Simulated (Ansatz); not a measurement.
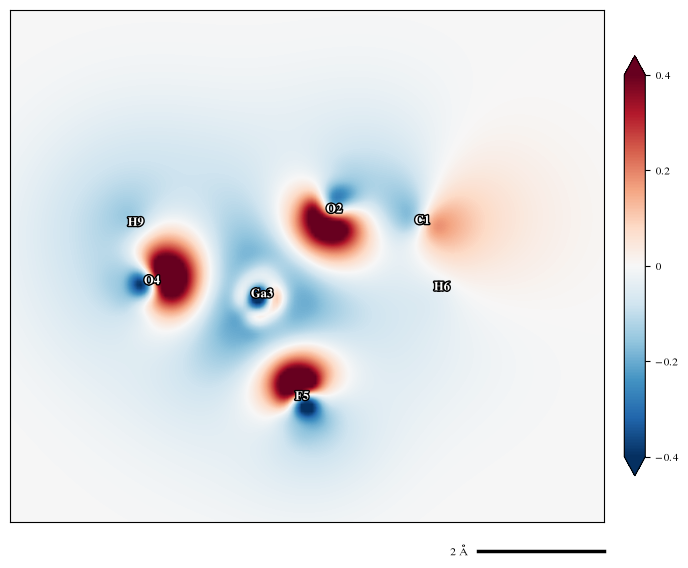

*CH4FGaO2 (SMILES C[O][Ga]([OH])[F]). The LUMO on the plane of atoms Ga3, O4 and H9 (values in Å⁻³ᐟ²; the overall sign is arbitrary).*

Geometry: PBE0-D4/def2-TZVP.

These are results of RKS PBE0-D4/def2-TZVPP in Ansatz, not measurements.

Input

```
crystal:
  periodic: [false, false, false]
  atoms:
    - {symbol: C, position_ang: [0.370123, 1.381624, 0.715661]}
    - {symbol: O, position_ang: [-0.131194, 0.059998, 0.713553]}
    - {symbol: Ga, position_ang: [-0.194976, -0.938015, -0.737319]}
    - {symbol: O, position_ang: [-0.823047, -2.584676, -0.758400]}
    - {symbol: F, position_ang: [0.394346, -0.268095, -2.235085]}
    - {symbol: H, position_ang: [0.732770, 1.705786, -0.265295]}
    - {symbol: H, position_ang: [1.197181, 1.453188, 1.428451]}
    - {symbol: H, position_ang: [-0.419144, 2.069344, 1.034330]}
    - {symbol: H, position_ang: [-1.126079, -2.879153, 0.104105]}
basis:
  gaussian: {orbitals: def2-TZVPP}
hamiltonian: {xc: pbe0, dispersion: d4}
output: {orbitals: {seedname: orbitals}}
```

Command:

```sh
ansatz run in.yaml --threads 4 --pin off --events-out ev --progress --plain --max-ram 10444MiB
```

### Describe this orbital and give its energy.

It lies mainly on Ga3 (about 55 %), O4 (about 15 %), F5 (about 10 %), O2 (about 10 %) and H9 (about 5 %). Its energy is −1.21 eV.
